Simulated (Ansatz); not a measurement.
Three curves of one kind of scan: energy against volume (even scaling of the relaxed cell, symmetry kept). Calculation: PBE (plane waves to 420 eV, PAW, scalar-relativistic; Ansatz, a program for electronic structure). Each is measured from its own zero (the relaxed starting cell). 

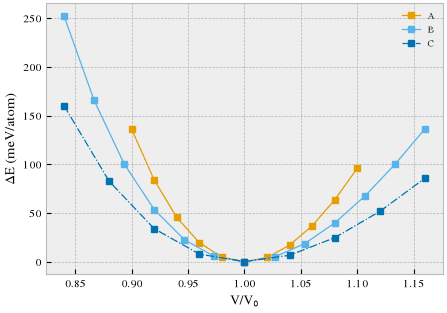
Curves A, B and C.

Q: Match the curves to these crystals:
- CoSi₂ (fluorite type, space group Fm-3m), a = b = c = 5.3603 Å, α = β = γ = 90.00°
- TaC (rock salt), a = 4.476 Å, b = 4.476 Å, c = 4.476 Å, α = 90.00°, β = 90.00°, γ = 90.00°
- InAs (zinc blende), a = 6.187 Å, b = 6.187 Å, c = 6.187 Å, α = 90.00°, β = 90.00°, γ = 90.00°

A: A is TaC; B is CoSi2; C is InAs.

All were relaxed with their symmetry unable to fall. At this level the bands of InAs touch or barely overlap; measurements give the solid a gap. CoSi2 is run without spin polarisation. Spin-orbit coupling is left out. TaC is run without spin polarisation. The PAW data are Ansatz's earlier set.

(A scan under strain: stresses follow from slopes of the energy per volume, elastic moduli from its curvatures.)
